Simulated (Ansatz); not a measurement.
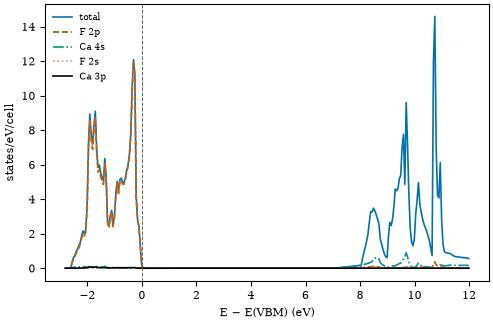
Total and projected density of states of CaF2 (fluorite, Fm-3m), PBE in the plane-wave PAW code Ansatz

Which orbitals carry the states next to the gap?

Top 1 eV of the valence band: F 2p 98 %. Bottom 1 eV of the conduction band: Ca 4s 63 %, F 2s 14 %, outside the projected shells 19 %. Projections are on Löwdin-orthogonalised atomic valence shells; empty p or d shells of many metals are not among them.

Where is the tallest occupied peak in this window, and what makes it?

Near -0.3 eV, about 12 states/eV per cell; the largest projected share is F 2p.

Symmetry was held in the PBE relaxation.

Potentials: the later of the program's two PAW sets.
